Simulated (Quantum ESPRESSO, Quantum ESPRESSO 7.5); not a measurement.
## Al(100): a series in the number of layers

What law, if any, do the results for Al(100) follow against the number of layers?

Main program and level: Quantum ESPRESSO 7.5; plane-wave DFT, PBE, GBRV ultrasoft pseudopotentials.

**Measured values to reproduce.**

For Al (clean (100) face), “Properties of real metallic surfaces: Effects of density functional semilocality and van der Waals nonlocality” (2017, arxiv:1702.08515) quotes earlier work: work function (clean (100) face) 4.32 eV.

## 1. The starting structure

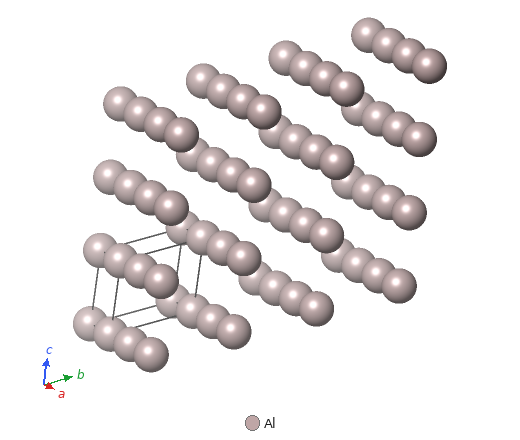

Start, viewed from the side, with the c axis up; aluminium light grey. 3×3×3 cells are drawn. Some periodic images of atoms are drawn too.

As a file:

```cif
data_structure
_symmetry_space_group_name_H-M 'Fm-3m'
_symmetry_Int_Tables_number 225
_cell_length_a 4.0500
_cell_length_b 4.0500
_cell_length_c 4.0500
_cell_angle_alpha 90.000
_cell_angle_beta 90.000
_cell_angle_gamma 90.000
_cell_volume 66.43
loop_
_atom_site_label
_atom_site_type_symbol
_atom_site_symmetry_multiplicity
_atom_site_Wyckoff_symbol
_atom_site_fract_x
_atom_site_fract_y
_atom_site_fract_z
_atom_site_occupancy
Al1 Al 4 a 0.00000 0.00000 0.00000 1
```

Set-up: Symmetric 1×1 slabs with 16 Å of vacuum in the starting cell; the two outer layers of each face relax in a periodic cell and the inner ones are held; a run under open boundaries (ESM, bc1) then gives the work function. Cold smearing of 0.02 Ry, one mesh for all thicknesses. The slabs take the lattice constants of the bulk relaxed by the same program.

Members 6, 7, 8 and 10 took the same steps and show in the table alone.

## 2. Relaxing cell and ions of the reference

The bulk crystal is relaxed in cell and atoms; the members are built on its lattice constants.

File ref.vc.in:

```
&control
  prefix = 'ref.vc'
  outdir = './out'
  pseudo_dir = './pseudo'
  nstep = 40
  forc_conv_thr = 0.0003
  calculation = 'vc-relax'
/
&system
  ibrav = 0
  nat = 1
  ntyp = 1
  ecutwfc = 50
  ecutrho = 250
  occupations = 'smearing'
  smearing = 'mv'
  degauss = 0.02
/
&electrons
  conv_thr = 1e-09
  mixing_beta = 0.4
  electron_maxstep = 120
/
&ions
/
&cell
  press_conv_thr = 0.3
/
ATOMIC_SPECIES
  Al  26.9815  al_pbe_v1.uspp.F.UPF
CELL_PARAMETERS angstrom
  0.00000000000000 2.02500000000000 2.02500000000000
  2.02500000000000 0.00000000000000 2.02500000000000
  2.02500000000000 2.02500000000000 0.00000000000000
ATOMIC_POSITIONS crystal
  Al  0.000000000000 0.000000000000 0.000000000000
K_POINTS automatic
  17 17 17 0 0 0
```

Command:

```console
OMP_NUM_THREADS=1 mpirun -n 4 pw.x -nk 4 -in ref.vc.in > ref.vc.out
```

The log of the run:

```text
Program PWSCF v.7.5 starts
[citation notice left out]

     Parallel version (MPI & OpenMP), running on       4 processor cores
     Number of MPI processes:                 4
     Threads/MPI process:                     1

     MPI processes distributed on     1 nodes
[...]
Current dimensions of program PWSCF are:
     Max number of different atomic species (ntypx) = 10
     Max number of k-points (npk) =  40000
     Max angular momentum in pseudopotentials (lmaxx) =  4
     Message from routine setup:
     using ibrav=0 with symmetry is DISCOURAGED, use correct ibrav instead

     K-points division:     npool     =       4
     Subspace diagonalization in iterative solution of the eigenvalue problem:
     a serial algorithm will be used

     G-vector sticks info
     --------------------
     sticks:   dense  smooth     PW     G-vecs:    dense   smooth      PW
     Sum         499     409    127                 7391     5329     965

     Using Slab Decomposition

     bravais-lattice index     =            0
     lattice parameter (alat)  =       5.4118  a.u.
     unit-cell volume          =     112.0732 (a.u.)^3
     number of atoms/cell      =            1
     number of atomic types    =            1
     number of electrons       =         3.00
     number of Kohn-Sham states=            6
     kinetic-energy cutoff     =      50.0000  Ry
     charge density cutoff     =     250.0000  Ry
     scf convergence threshold =      1.0E-09
     mixing beta               =       0.4000
     number of iterations used =            8  plain     mixing
     energy convergence thresh.=      1.0E-04
     force convergence thresh. =      3.0E-04
     press convergence thresh. =      3.0E-01
     Exchange-correlation= SLA  PW   PBE  PBE
                           (   1   4   3   4   0   0   0)
     nstep                     =           40

     celldm(1)=   5.411765  celldm(2)=   0.000000  celldm(3)=   0.000000
     celldm(4)=   0.000000  celldm(5)=   0.000000  celldm(6)=   0.000000

     crystal axes: (cart. coord. in units of alat)
               a(1) = (   0.000000   0.707107   0.707107 )
               a(2) = (   0.707107   0.000000   0.707107 )
               a(3) = (   0.707107   0.707107   0.000000 )

     reciprocal axes: (cart. coord. in units 2 pi/alat)
               b(1) = ( -0.707107  0.707107  0.707107 )
               b(2) = (  0.707107 -0.707107  0.707107 )
               b(3) = (  0.707107  0.707107 -0.707107 )

     PseudoPot. # 1 for Al read from file:
     ./pseudo/al_pbe_v1.uspp.F.UPF
     Pseudo is Ultrasoft + core correction, Zval =  3.0
     Generated by new atomic code, or converted to UPF format
     Using radial grid of  893 points,  3 beta functions with:
                l(1) =   0
                l(2) =   1
                l(3) =   2
     Q(r) pseudized with  8 coefficients,  rinner =    0.900   0.900   0.900
                                                       0.900   0.900

     atomic species   valence    mass     pseudopotential
     Al                3.00    26.98150     Al( 1.00)

     48 Sym. Ops., with inversion, found

   Cartesian axes

     site n.     atom                  positions (alat units)
         1        Al     tau(   1) = (   0.0000000   0.0000000   0.0000000  )

     number of k points=   165  Marzari-Vanderbilt smearing, width (Ry)=  0.0200

     Number of k-points >= 100: set verbosity='high' to print them.

     Dense  grid:     7391 G-vectors     FFT dimensions: (  27,  27,  27)

     Smooth grid:     5329 G-vectors     FFT dimensions: (  25,  25,  25)

     Estimated max dynamical RAM per process >      10.02 MB

     Estimated total dynamical RAM >      34.65 MB

     Initial potential from superposition of free atoms

     starting charge       2.9975, renormalised to       3.0000
     Starting wfcs are    4 randomized atomic wfcs +    2 random wfcs

     total cpu time spent up to now is        0.3 secs

     per-process dynamical memory:    11.0 Mb

     Self-consistent Calculation

     iteration #  1     ecut=    50.00 Ry     beta= 0.40
     Davidson diagonalization with overlap
     ethr =  1.00E-02,  avg # of iterations =  5.5

     Threshold (ethr) on eigenvalues was too large:
     Diagonalizing with lowered threshold

     Davidson diagonalization with overlap
     ethr =  2.07E-04,  avg # of iterations =  2.2

     total cpu time spent up to now is        0.9 secs

     total energy              =      -6.70846005 Ry
     estimated scf accuracy    <       0.00619770 Ry

     iteration #  2     ecut=    50.00 Ry     beta= 0.40
[...]
total energy              =      -6.70782064 Ry
     estimated scf accuracy    <       0.00200173 Ry

     iteration #  3     ecut=    50.00 Ry     beta= 0.40
[...]
total energy              =      -6.70789330 Ry
     estimated scf accuracy    <       0.00000515 Ry

     iteration #  4     ecut=    50.00 Ry     beta= 0.40
[...]
total energy              =      -6.70789416 Ry
     estimated scf accuracy    <       0.00000007 Ry

     iteration #  5     ecut=    50.00 Ry     beta= 0.40
[...]
total energy              =      -6.70789416 Ry
     estimated scf accuracy    <          3.2E-09 Ry

     iteration #  6     ecut=    50.00 Ry     beta= 0.40
[...]
End of self-consistent calculation

     Number of k-points >= 100: set verbosity='high' to print the bands.

     the Fermi energy is     7.8265 ev

!    total energy              =      -6.70789416 Ry
     estimated scf accuracy    <          6.9E-11 Ry
     smearing contrib. (-TS)   =       0.00012297 Ry
     internal energy E=F+TS    =      -6.70801713 Ry

     The total energy is F=E-TS. E is the sum of the following terms:
     one-electron contribution =       2.96505471 Ry
     hartree contribution      =       0.00835307 Ry
     xc contribution           =      -4.28985930 Ry
     ewald contribution        =      -5.39156561 Ry

     convergence has been achieved in   6 iterations

     Forces acting on atoms (cartesian axes, Ry/au):

     atom    1 type  1   force =     0.00000000    0.00000000    0.00000000

     Total force =     0.000000     Total SCF correction =     0.000000

     Computing stress (Cartesian axis) and pressure

          total   stress  (Ry/bohr**3)                   (kbar)     P=       -6.07
[...]
estimated scf accuracy    <          2.3E-12 Ry
     smearing contrib. (-TS)   =       0.00011864 Ry
     internal energy E=F+TS    =      -6.70803110 Ry

     The total energy is F=E-TS. E is the sum of the following terms:
     one-electron contribution =       2.98314045 Ry
     hartree contribution      =       0.00840632 Ry
     xc contribution           =      -4.29406417 Ry
     ewald contribution        =      -5.40551371 Ry

     convergence has been achieved in   4 iterations

     Forces acting on atoms (cartesian axes, Ry/au):

     atom    1 type  1   force =     0.00000000    0.00000000    0.00000000

     Total force =     0.000000     Total SCF correction =     0.000000

     Computing stress (Cartesian axis) and pressure

          total   stress  (Ry/bohr**3)                   (kbar)     P=       -0.10
  -0.00000070   0.00000000   0.00000000           -0.10        0.00        0.00
  -0.00000000  -0.00000070  -0.00000000           -0.00       -0.10       -0.00
  -0.00000000  -0.00000000  -0.00000070           -0.00       -0.00       -0.10

     Energy error            =      6.8E-06 Ry
     Gradient error          =      0.0E+00 Ry/Bohr
     Cell gradient error     =      1.0E-01 kbar

     bfgs converged in   3 scf cycles and   2 bfgs steps
     (criteria: energy <  1.0E-04 Ry, force <  3.0E-04 Ry/Bohr, cell <  3.0E-01 kbar)

     End of BFGS Geometry Optimization

     Final enthalpy           =      -6.7079124680 Ry

     File ./out/ref.vc.bfgs deleted, as requested
Begin final coordinates
     new unit-cell volume =    111.20785 a.u.^3 (    16.47930 Ang^3 )
     density =      2.71879 g/cm^3

CELL_PARAMETERS (angstrom)
   0.000000000   2.019774799   2.019774799
   2.019774799   0.000000000   2.019774799
   2.019774799   2.019774799  -0.000000000

ATOMIC_POSITIONS (crystal)
Al               0.0000000000        0.0000000000        0.0000000000
End final coordinates

[...]
Final scf calculation at the relaxed structure.
     The G-vectors are recalculated for the final unit cell
     Results may differ from those at the preceding step.

     G-vector sticks info
     --------------------
     sticks:   dense  smooth     PW     G-vecs:    dense   smooth      PW
     Sum         499     397    127                 7391     5209     965

     Using Slab Decomposition

     bravais-lattice index     =            0
     lattice parameter (alat)  =       5.4118  a.u.
     unit-cell volume          =     111.2078 (a.u.)^3
     number of atoms/cell      =            1
     number of atomic types    =            1
     number of electrons       =         3.00
     number of Kohn-Sham states=            6
     kinetic-energy cutoff     =      50.0000  Ry
     charge density cutoff     =     250.0000  Ry
     scf convergence threshold =      1.0E-11
     mixing beta               =       0.4000
     number of iterations used =            8  plain     mixing
     press convergence thresh. =      3.0E-01
     Exchange-correlation= SLA  PW   PBE  PBE
                           (   1   4   3   4   0   0   0)

     celldm(1)=   5.411765  celldm(2)=   0.000000  celldm(3)=   0.000000
     celldm(4)=   0.000000  celldm(5)=   0.000000  celldm(6)=   0.000000

     crystal axes: (cart. coord. in units of alat)
               a(1) = (   0.000000   0.705282   0.705282 )
               a(2) = (   0.705282   0.000000   0.705282 )
               a(3) = (   0.705282   0.705282  -0.000000 )

     reciprocal axes: (cart. coord. in units 2 pi/alat)
               b(1) = ( -0.708936  0.708936  0.708936 )
               b(2) = (  0.708936 -0.708936  0.708936 )
               b(3) = (  0.708936  0.708936 -0.708936 )

     PseudoPot. # 1 for Al read from file:
     ./pseudo/al_pbe_v1.uspp.F.UPF
     Pseudo is Ultrasoft + core correction, Zval =  3.0
     Generated by new atomic code, or converted to UPF format
     Using radial grid of  893 points,  3 beta functions with:
                l(1) =   0
                l(2) =   1
                l(3) =   2
     Q(r) pseudized with  8 coefficients,  rinner =    0.900   0.900   0.900
                                                       0.900   0.900

     atomic species   valence    mass     pseudopotential
     Al                3.00    26.98150     Al( 1.00)

     48 Sym. Ops., with inversion, found

   Cartesian axes

     site n.     atom                  positions (alat units)
         1        Al     tau(   1) = (   0.0000000   0.0000000   0.0000000  )

     number of k points=   165  Marzari-Vanderbilt smearing, width (Ry)=  0.0200

     Number of k-points >= 100: set verbosity='high' to print them.

     Dense  grid:     7391 G-vectors     FFT dimensions: (  27,  27,  27)

     Smooth grid:     5209 G-vectors     FFT dimensions: (  25,  25,  25)

     Estimated max dynamical RAM per process >      10.05 MB

     Estimated total dynamical RAM >      34.79 MB

     Initial potential from superposition of free atoms

     starting charge       2.9975, renormalised to       3.0000
     Starting wfcs are    4 randomized atomic wfcs +    2 random wfcs

     total cpu time spent up to now is        4.1 secs

     per-process dynamical memory:    12.8 Mb

     Self-consistent Calculation

     iteration #  1     ecut=    50.00 Ry     beta= 0.40
     Davidson diagonalization with overlap
     c_bands:  2 eigenvalues not converged
     c_bands:  1 eigenvalues not converged
     c_bands:  1 eigenvalues not converged
     c_bands:  1 eigenvalues not converged
     c_bands:  1 eigenvalues not converged
     c_bands:  1 eigenvalues not converged
     c_bands:  1 eigenvalues not converged
     c_bands:  1 eigenvalues not converged
     c_bands:  1 eigenvalues not converged
     c_bands:  1 eigenvalues not converged
     c_bands:  2 eigenvalues not converged
     c_bands:  2 eigenvalues not converged
     c_bands:  1 eigenvalues not converged
     c_bands:  1 eigenvalues not converged
     c_bands:  1 eigenvalues not converged
     c_bands:  1 eigenvalues not converged
     ethr =  1.00E-06,  avg # of iterations = 14.3

     total cpu time spent up to now is        5.0 secs

     total energy              =      -6.70848632 Ry
     estimated scf accuracy    <       0.00618203 Ry

[...]
iteration #  7     ecut=    50.00 Ry     beta= 0.40
[...]
End of self-consistent calculation

     Number of k-points >= 100: set verbosity='high' to print the bands.

     the Fermi energy is     7.9081 ev

!    total energy              =      -6.70791235 Ry
     estimated scf accuracy    <          5.6E-14 Ry
     smearing contrib. (-TS)   =       0.00011864 Ry
     internal energy E=F+TS    =      -6.70803098 Ry

     The total energy is F=E-TS. E is the sum of the following terms:
     one-electron contribution =       2.98314054 Ry
     hartree contribution      =       0.00840633 Ry
     xc contribution           =      -4.29406415 Ry
     ewald contribution        =      -5.40551371 Ry

     convergence has been achieved in   7 iterations

     Forces acting on atoms (cartesian axes, Ry/au):

     atom    1 type  1   force =     0.00000000    0.00000000    0.00000000

     Total force =     0.000000     Total SCF correction =     0.000000

     Computing stress (Cartesian axis) and pressure

          total   stress  (Ry/bohr**3)                   (kbar)     P=       -0.10
  -0.00000070   0.00000000  -0.00000000           -0.10        0.00       -0.00
   0.00000000  -0.00000070   0.00000000            0.00       -0.10        0.00
  -0.00000000   0.00000000  -0.00000070           -0.00        0.00       -0.10

[...]
=------------------------------------------------------------------------------=
   JOB DONE.
=------------------------------------------------------------------------------=
```

It took 6.8 s on 4 MPI ranks of Arm Neoverse V1, shared host; peak memory 0.19 GiB.

The steps of the relaxation:

| step | energy less that of the first step (eV) | largest force (eV/Å) | volume (Å³) |
| --- | --- | --- | --- |
| 1 | 0.0000 | 0.0000 | 16.61 |
| 2 | -0.0002 | 0.0000 | 16.56 |
| 3 | -0.0002 | 0.0000 | 16.48 |
| 4 | -0.0002 | 0.0000 | 16.48 |

| conventional cell, symmetrised | before | after | change |
| --- | --- | --- | --- |
| a (Å) | 4.050 | 4.040 | -0.3 % |
| b (Å) | 4.050 | 4.040 | -0.3 % |
| c (Å) | 4.050 | 4.040 | -0.3 % |
| volume (Å³/atom) | 16.61 | 16.48 | -0.8 % |

The relaxed structure:

```
Al
1.0
     0.00000    2.01977    2.01977
     2.01977    0.00000    2.01977
     2.01977    2.01977    0.00000
Al
1
Direct
  0.00000 0.00000 0.00000
```

 The last row is no step: it is a fresh SCF in the final cell with a new plane-wave basis, +0 meV from the row before.

Read from the output:

* free energy: -91.2658 eV
* Fermi energy: 7.908 eV

[end of part 1 of 7]

[Logs are printed without paths, hosts, clocks, repeated set-up lines and the standing remarks that a program may print on its own settings, such as how far it seeks lower states.]

[Hosts, paths, dates, database ids (printed as entryN), source tags and the programs' standing remarks are cut or masked in the printed files.]

[Maps of the electrostatic potential energy from Ansatz leave out the sawtooth potential of an applied field or a dipole correction, so their vacuum need not be flat; planar profiles and work functions include it.]
